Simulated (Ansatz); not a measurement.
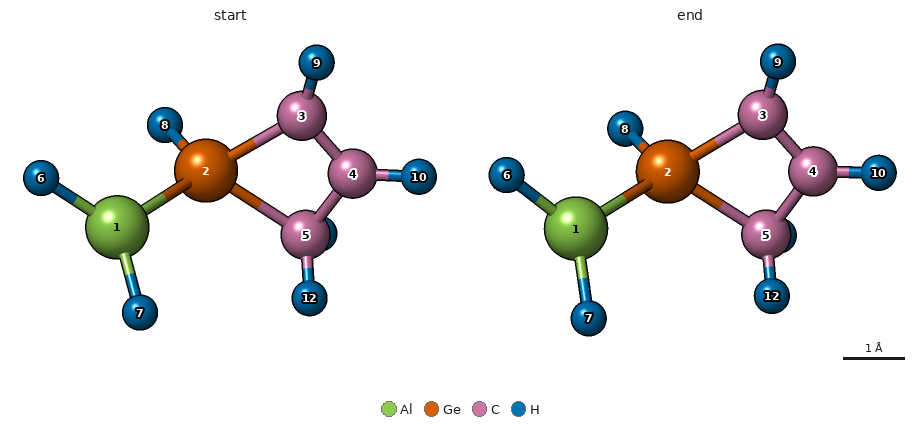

The structure of C3H7AlGe before (left) and after (right) a relaxation, at one scale.

Style: ball-and-stick. Shown at a tilt.

The start comes from PBE-D4/def2-SVP.

Level of theory: RKS PBE0-D4/def2-TZVP (Ansatz 0.2.0). Set-up: force threshold 0.005 eV/Å; at most 150 steps.

### What changed between the two?

The energy falls by 4.61 kJ/mol in 21 accepted moves (23 points after the start). The largest force component goes from 0.54 to 0.0044 eV/Å. The line search rejected the trial steps at points 7, 9 of the run. The forces were under the threshold at step 13, but the run went on from there. An H atom moves most after the best rigid fit: 0.26 Å. Largest moves by element: H 0.26 Å, Ge 0.06 Å, C 0.04 Å, Al 0.03 Å. Among the contacts that change: C–Ge 2.028 → 2.006 Å, C–Ge 1.983 → 1.962 Å, C–C 1.358 → 1.339 Å, C–H 1.111 → 1.093 Å. Bond angles that change, for instance: Al–Ge–C 111.9° → 115.3°, Al–Ge–H 117.7° → 115.1°. Cost: 60 s on 4 threads of Intel Xeon 6975P-C, on a shared host.
